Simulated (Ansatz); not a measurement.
**CoSi3Ir: what a guessed cell relaxes into**

Where does this trial cell of CoSi3Ir go when cell and atoms are let free?

Computed with Ansatz 0.2.0 (DFT PBE, scalar-relativistic, plane waves, PAW, unless a step's input says otherwise).

## 1. The starting structure

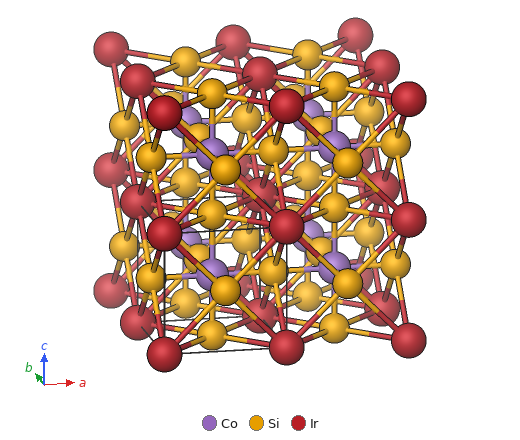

The starting structure, seen slightly off an axis (cobalt purple, silicon amber, iridium red). 2×2×2 cells are drawn. Atoms on the faces are drawn again on the opposite ones.

Structure file:

```cif
data_structure
_symmetry_space_group_name_H-M 'Pm-3m'
_symmetry_Int_Tables_number 221
_cell_length_a 4.0940
_cell_length_b 4.0940
_cell_length_c 4.0940
_cell_angle_alpha 90.000
_cell_angle_beta 90.000
_cell_angle_gamma 90.000
_cell_volume 68.62
loop_
_atom_site_label
_atom_site_type_symbol
_atom_site_symmetry_multiplicity
_atom_site_Wyckoff_symbol
_atom_site_fract_x
_atom_site_fract_y
_atom_site_fract_z
_atom_site_occupancy
Co1 Co 1 b 0.50000 0.50000 0.50000 1
Si1 Si 3 c 0.50000 0.50000 0.00000 1
Ir1 Ir 1 a 0.00000 0.00000 0.00000 1
```

Recipe of the guess: species swapped into a database cell of Tb3InN (Pm-3m, No. 221), with Si on the Tb sites, Ir on the In sites and Co on the N sites. Lengths come from tabulated atomic sizes and are only a guess.

## 2. Probe: one point on a coarse mesh

Input file input.yaml:

```yaml
crystal:
  lattice:
    - [4.09402564, 0.0, 0.0]
    - [0.0, 4.09402564, 0.0]
    - [0.0, 0.0, 4.09402564]
  atoms:
    - { symbol: Co, position: [0.5, 0.5, 0.5], spin: 3.0 }
    - { symbol: Si, position: [0.5, 0.5, 0.0] }
    - { symbol: Si, position: [0.0, 0.5, 0.5] }
    - { symbol: Si, position: [0.5, 0.0, 0.5] }
    - { symbol: Ir, position: [0.0, 0.0, 0.0] }
basis:
  ecutwfc: 420
kpoints:
  mp_grid: { grid: [4, 4, 4] }
hamiltonian:
  xc: pbe
scf:
  occupations: { method: gaussian, width: 0.1 }
  lower_state_search: "off"
output:
  forces: true
  stress: true
  eigenvalues: true
  populations: true
magnetization:
  spin_polarized: true
```

Started as:

```bash
$ ansatz run input.yaml --threads 1 --pin off --max-ram 2560MiB --backend cpu --events-out ev --progress --plain --runs-dir out
```

The program printed, shortened:

```text
[...]
SCF converged after 18 iterations
Magnetization: -0.0000 μB (23.0000 up, 23.0000 down)
Absolute magnetization: 0.0000 μB (∫|ρ↑−ρ↓|, with the PAW one-centre terms)
Spin contamination: 0.0000 ħ² per cell (⟨S²⟩ above its minimum at these occupations)
Per-site moments (μB) at R_I (Å): [(-4.013112759813228e-8, 0.8443927882500001), (2.541470411827967e-8, 0.8443927882500001), (2.5414704252870157e-8, 0.8443927882500001), (2.541470422904561e-8, 0.8443927882500001), (-1.1345370769900493e-6, 1.194151733113183)]
Free energy (F): -18966.047090 eV
[...]
E sigma→0 (E₀):  -18966.041759 eV
Entropy (-TS):   -0.010663 eV (-2.133 meV/atom)
Fermi energy:    14.972219 eV
[...]
--- Forces (eV/Å), atoms counted from 1 ---
  atom   1  Co     0.00000000    -0.00000000    -0.00000000
  atom   2  Si     0.00000000     0.00000000     0.00000000
  atom   3  Si     0.00000000     0.00000000    -0.00000000
  atom   4  Si     0.00000000    -0.00000000     0.00000000
  atom   5  Ir    -0.00000000     0.00000000     0.00000000
[...]
--- Stress (GPa, compression-positive) ---
       18.987862       0.000000       0.000000
        0.000000      18.987862      -0.000000
        0.000000       0.000000      18.987862
  P = ⅓ Tr σ = 18.9879 GPa (189.879 kbar)
--- Band table (eV; the first three rows and the last of 20) ---
[...]
--- Löwdin populations: 5 sites ---
  site symbol       q [e]    m [muB]
     0     Co     16.7721    -0.0000
     1     Si      3.8720     0.0000
     2     Si      3.8720     0.0000
     3     Si      3.8720     0.0000
     4     Ir     17.1123    -0.0000
  spilling = 0.010859 (of n_electrons = 46.000000)
```

Wall time 9.5 s (1 thread of AMD EPYC (Zen 3), shared host); peak memory 0.38 GiB.

Site by site:

| atom | Löwdin electrons |
| --- | --- |
| Co1 | 16.77 |
| Si2 | 3.87 |
| Si3 | 3.87 |
| Si4 | 3.87 |
| Ir5 | 17.11 |

The Löwdin counts miss 0.50 of the 46 electrons, which the atomic orbitals do not span, so they are no charges.

Read-out: pressure 19.0 GPa, largest force 0.00 eV/Å, gap on this mesh none (metal). A cheap, loose relaxation comes first.

## 3. Coarse relaxation

input.yaml, as its differences from that of step 2:

```diff
@@ -27 +27,6 @@
   spin_polarized: true
+relax:
+  adjacent_minimum: "off"
+  f_tol: 0.04
+  max_steps: 70
+  cell: { stress_tol: 0.4 }
```

Started as:

```bash
$ ansatz run input.yaml --threads 1 --pin off --max-ram 2560MiB --backend cpu --events-out ev --progress --plain --runs-dir out
```

The program printed, shortened:

```text
Warning: RAYON_NUM_THREADS=1 ignored (pool sized by the plan → 1); use --threads N
[...]
Pseudopotentials: kind: paw
Pseudopotential: Co, paw, valence charge 17, recommended cutoff 420 eV (normal), Co.paw.azcp
Pseudopotential: Si, paw, valence charge 4, recommended cutoff 420 eV (normal), Si.paw.azcp
Pseudopotential: Ir, paw, valence charge 17, recommended cutoff 420 eV (normal), Ir.paw.azcp
Functional definition: PBE
[...]
Crystal: 5 atoms, lattice volume = 68.620 Å³
Basis set: ecut = 420 eV, 1357 PW (Γ), exchange–correlation on 60×60×60 points (8 copies of the dense FFT grid, shifted against one another)
Bands: 30, of which v1, the nominal top of the filled ones, is band 23 counted from 1 (22 counted from 0)
Symmetry: 48 space group operations
Space group: Pm-3m (ITA 221), of the structure as read, at distance tolerance 4.1e-5 Å
Magnetic group: BNS 221.92 (UNI 1594), of the structure as read, at distance tolerance 4.1e-5 Å
k-points: 10 of 64
[...]
Starting moments: Σ|m| = 3 μB on 1 of 5 sites
[...]
WARN: the starting moments were not kept: the SCF closed with an absolute magnetisation of 2.1e-6 μB, where they sum to 3 μB in size (1 site). That is at most 0.1 of that sum. Measured as dr2_m measures the in/out step, that magnetisation stands 6.1e-13 eV from none, at or under the [...]
        0.000000      -0.000000      -0.023426
  P = ⅓ Tr σ = -0.0234 GPa (-0.234 kbar)
--- Band table (eV; the first three rows and the last of 20) ---
[...]
--- Relaxed structure (2 steps of the walk, 2 accepted, 1 SCFs on fresh bases) ---
  F+E_penalty+E_count = -18966.47544801 eV   max|allowed force component| = 7.362e-29 eV/Å   (the final SCF, on the basis selected at the relaxed cell)
  cell:  # Å, volume = 76.6101 Å³
    - [4.24712856252431, -1.0111132208032988e-33, -1.0271626370065257e-33]
    - [-1.0111132208032988e-33, 4.24712856252431, 0.0]
    - [-1.0271626370065257e-33, 0.0, 4.24712856252431]
  atoms:
    - { symbol: Co, position: [0.5, 0.5, 0.5] }
    - { symbol: Si, position: [0.5, 0.5, 2.2580375762030484e-34] }
    - { symbol: Si, position: [-2.4587520274210967e-33, 0.5, 0.5] }
    - { symbol: Si, position: [0.5, 2.5089306402256086e-34, 0.5] }
    - { symbol: Ir, position: [2.8100023170526815e-33, -5.017861280451218e-34, 2.258037576203048e-34] }
--- Löwdin populations: 5 sites ---
  site symbol       q [e]    m [muB]
     0     Co     16.7153    -0.0000
     1     Si      3.9057     0.0000
     2     Si      3.9057     0.0000
     3     Si      3.9057     0.0000
     4     Ir     17.1101     0.0000
  spilling = 0.009948 (of n_electrons = 46.000000)
```

Run time: 22 s. Hardware: 1 thread of AMD EPYC (Zen 3), shared host; peak memory 0.4 GiB.

Step by step:

```
step  energy from step 1 (eV/cell)  largest force component (eV/Å)  pressure (GPa)  volume (Å³)
   1                        0.0000                          0.0000           18.99        68.62
   2                       -0.4218                          0.0000           -0.20        76.61
   3                       -0.4284                          0.0000           -0.02        76.61
```

Step 1 is the start. Step 3 repeats the geometry before it on a plane-wave basis chosen anew for that cell, so its energy need not be comparable with the rows above.

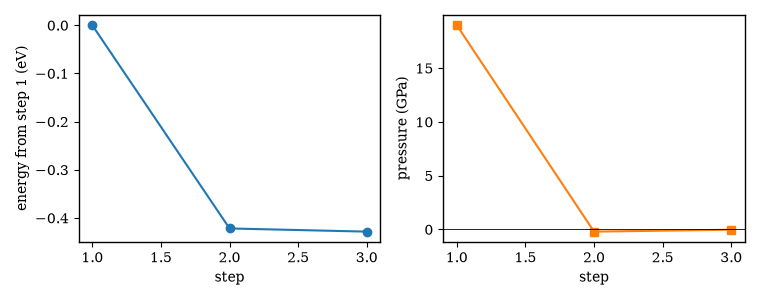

Energy and pressure along the relaxation.

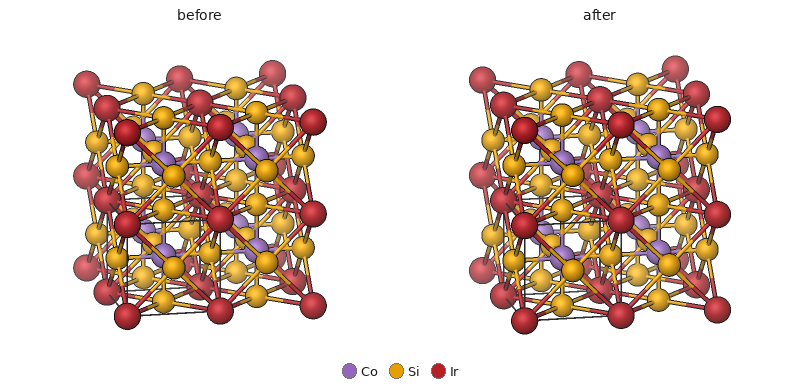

The structure before (left) and after (right) the relaxation, drawn at the same scale.

|  | before | after | change |
| --- | --- | --- | --- |
| a (Å) | 4.094 | 4.247 | +3.7 % |
| b (Å) | 4.094 | 4.247 | +3.7 % |
| c (Å) | 4.094 | 4.247 | +3.7 % |
| volume (Å³/atom) | 13.72 | 15.32 | +11.6 % |
| shortest distance (Å) | 2.047 | 2.124 | +3.7 % |
| space group (0.01 Å) | Pm-3m | Pm-3m | same |

Forces and stress were held to the start's 48 operations: a distortion of lower symmetry was not tested.

Site by site:

| atom | Löwdin electrons |
| --- | --- |
| Co1 | 16.72 |
| Si2 | 3.91 |
| Si3 | 3.91 |
| Si4 | 3.91 |
| Ir5 | 17.11 |

The Löwdin counts miss 0.46 of the 46 electrons, which the atomic orbitals do not span, so they are no charges.

## 4. Final relaxation

The end of the coarse run is made exact in the group found at a tolerance of 0.06 Å and reduced to its primitive cell. The moments had died out, so spin is switched off.

Input file input.yaml:

```yaml
crystal:
  lattice:
    - [4.2471285625, 0.0, 0.0]
    - [0.0, 4.2471285625, 0.0]
    - [0.0, 0.0, 4.2471285625]
  atoms:
    - { symbol: Co, position: [0.5, 0.5, 0.5] }
    - { symbol: Si, position: [0.5, 0.5, 0.0] }
    - { symbol: Si, position: [0.0, 0.5, 0.5] }
    - { symbol: Si, position: [0.5, 0.0, 0.5] }
    - { symbol: Ir, position: [0.0, 0.0, 0.0] }
basis:
  ecutwfc: 420
kpoints:
  mp_grid: { grid: [10, 10, 10] }
hamiltonian:
  xc: pbe
scf:
  occupations: { method: gaussian, width: 0.1 }
output:
  forces: true
  stress: true
  eigenvalues: true
relax:
  adjacent_minimum: "off"
  f_tol: 0.01
  max_steps: 80
  cell: { stress_tol: 0.05 }
```

Started as:

```bash
$ ansatz run input.yaml --threads 1 --pin off --max-ram 2560MiB --backend cpu --events-out ev --progress --plain --runs-dir out
```

The program printed, shortened:

```text
Warning: RAYON_NUM_THREADS=1 ignored (pool sized by the plan → 1); use --threads N
[...]
[... 5 set-up lines as earlier in the session ...]
[...]
Crystal: 5 atoms, lattice volume = 76.610 Å³
Basis set: ecut = 420 eV, 1503 PW (Γ), exchange–correlation on 60×60×60 points (8 copies of the dense FFT grid, shifted against one another)
Bands: 28, of which v1, the nominal top of the filled ones, is band 23 counted from 1 (22 counted from 0)
[... 1 set-up line as earlier in the session ...]
Space group: Pm-3m (ITA 221), of the structure as read, at distance tolerance 4.2e-5 Å
k-points: 56 of 1000
[...]
       -0.000916      -0.000000       0.000000
       -0.000000      -0.000916       0.000000
        0.000000       0.000000      -0.000916
  P = ⅓ Tr σ = -0.0009 GPa (-0.009 kbar)
--- Band table (eV; the first three rows and the last of 56) ---
[... band rows left out ...]
[...]
--- Relaxed structure (3 steps of the walk, 3 accepted, 1 SCFs on fresh bases) ---
  F+E_penalty+E_count = -18966.54353666 eV   max|allowed force component| = 4.715e-29 eV/Å   (the final SCF, on the basis selected at the relaxed cell)
  cell:  # Å, volume = 76.3940 Å³
    - [4.2431313085204305, 1.6049416203226964e-34, 3.209883240645393e-35]
    - [3.2098832406453924e-35, 4.2431313085204305, 1.2839532962581572e-34]
    - [3.209883240645393e-35, 1.2839532962581572e-34, 4.2431313085204305]
  atoms:
    - { symbol: Co, position: [0.5, 0.5, 0.5] }
    - { symbol: Si, position: [0.5, 0.5, 1.7713529821224174e-38] }
    - { symbol: Si, position: [1.8894431810641967e-37, 0.5, 0.5] }
    - { symbol: Si, position: [0.5, -5.904509943559248e-39, 0.5] }
    - { symbol: Ir, position: [-1.6532627833312865e-37, -5.904509952151193e-39, 6.199735438309657e-38] }
```

It took 47 s on 1 thread of AMD EPYC (Zen 3), shared host; peak memory 0.45 GiB.

The steps of the relaxation:

| step | energy from step 1 (eV/cell) | largest force component (eV/Å) | pressure (GPa) | volume (Å³) |
| --- | --- | --- | --- | --- |
| 1 | 0.0000 | 0.0000 | -0.37 | 76.61 |
| 2 | -0.0003 | 0.0000 | -0.07 | 76.43 |
| 3 | -0.0003 | 0.0000 | 0.00 | 76.39 |
| 4 | -0.0003 | 0.0000 | 0.00 | 76.39 |

Step 1 is the start. Step 4 repeats the geometry before it on a plane-wave basis chosen anew for that cell, so its energy need not be comparable with the rows above.

|  | before | after | change |
| --- | --- | --- | --- |
| a (Å) | 4.247 | 4.243 | -0.1 % |
| b (Å) | 4.247 | 4.243 | -0.1 % |
| c (Å) | 4.247 | 4.243 | -0.1 % |
| volume (Å³/atom) | 15.32 | 15.28 | -0.3 % |
| shortest distance (Å) | 2.124 | 2.122 | -0.1 % |
| space group (0.01 Å) | Pm-3m | Pm-3m | same |

The run keeps the 48 symmetry operations of the start, so it could not have lowered the symmetry.

## 5. What came out

```
                              quantity                                                                      value
symmetry at the end (tolerance 0.05 Å)                                                space group Pm-3m (No. 221)
                     conventional cell  a = 4.243 Å, b = 4.243 Å, c = 4.243 Å, α = 90.00°, β = 90.00°, γ = 90.00°
                                volume                                                              15.28 Å³/atom
              energy over the elements                                                              +0.47 eV/atom
                       gap on the mesh                                                               none (metal)
```

The space group Pm-3m (No. 221) is kept, and the volume per atom grows by 11.3 % from the first guess. With a positive formation energy it can't be a ground state. No finished test with a distortion of lower symmetry is shown, so the end may be a saddle point. The runs treat Ir without spin-orbit coupling. A spin-polarised run here lost its starting moments, which speaks against magnetism, though one start doesn't rule it out. Other magnetic orders were not searched.
